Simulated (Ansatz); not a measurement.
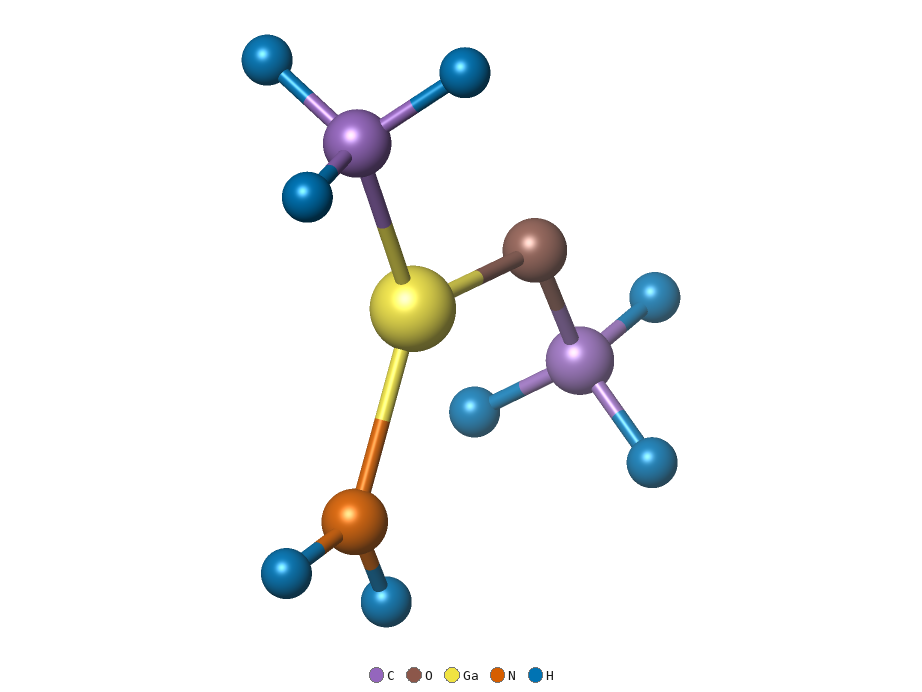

Starting geometry of the run.

The calculation was set up as follows.

```yaml
crystal:
  periodic: [false, false, false]
  atoms:
    - {symbol: C, position_ang: [-2.009400, 0.874891, 0.633301]}
    - {symbol: O, position_ang: [-1.156560, -0.230722, 0.726541]}
    - {symbol: Ga, position_ang: [0.439481, -0.280967, -0.089777]}
    - {symbol: C, position_ang: [1.526679, -1.882930, 0.107739]}
    - {symbol: N, position_ang: [0.852095, 1.217958, -1.028394]}
    - {symbol: H, position_ang: [-2.325580, 1.078113, -0.399851]}
    - {symbol: H, position_ang: [-1.554081, 1.794102, 1.028839]}
    - {symbol: H, position_ang: [-2.913030, 0.678397, 1.219819]}
    - {symbol: H, position_ang: [1.545089, -2.192372, 1.153752]}
    - {symbol: H, position_ang: [2.549675, -1.718442, -0.231819]}
    - {symbol: H, position_ang: [1.094932, -2.699493, -0.474315]}
    - {symbol: H, position_ang: [1.705990, 1.346011, -1.542344]}
    - {symbol: H, position_ang: [0.244699, 2.015443, -1.103491]}
basis:
  gaussian: {orbitals: "def2-QZVPP.json"}
total_charge: 1
magnetization: {spin_polarized: true, initial_magnetization: 1}
correlation: {method: mp2}
scf: {omitted_lower_state_checks: [cluster_reference]}
```

Command:

```sh
ansatz run in.yaml --threads 2 --pin off --events-out ev --progress --plain --max-ram 32768MiB --backend cuda --devices 0, --max-vram 18GiB
```

Result:

```
Functional definition: HF
  name "HF"
  cite "Fock, Z. Phys. 61, 126 (1930) doi:10.1007/BF01340294"
  parent pbe
  exchange = exact_x
  correlation = 0
these checks for a lower state are left out or cut short: cluster_reference
3386 factors; integrals over basis functions are off by at most 8.9e-4 eV
mean field evaluation 1: about -58029.0983 eV, gradient 4.5e1 eV
mean field evaluation 2: about -58029.0995 eV, gradient 4.5e1 eV
mean field evaluation 4: about -58037.3814 eV, gradient 5.9e0 eV
mean field evaluation 8: about -58037.5478 eV, gradient 3.0e-1 eV
mean field evaluation 16: about -58037.2435 eV, gradient 2.9e-1 eV
mean field evaluation 32: about -58035.2702 eV, gradient 5.0e0 eV
mean field -58037.54952992 eV, -2132.8406059606 hartree, gradient 6.7e-6 eV, S^2 0.759463; 4 other end points of the search recorded, 0 dependent functions left out
13 core orbitals not correlated: weight in the atoms' cores, before any rotation towards them, 1.000 or more for the frozen orbitals, at most 0.000 for the correlated occupied ones
reference -58037.54952992 eV, -2132.8406059606 hartree; 20, 19 occupied and 524, 525 virtual orbitals, 3386 factors
second order -34.90811838 eV of doubles, -0.00000000 eV of singles
Total energy: -58072.45764830 eV, -2134.1234556496 hartree
Checks for a lower state left out: cluster_reference
```
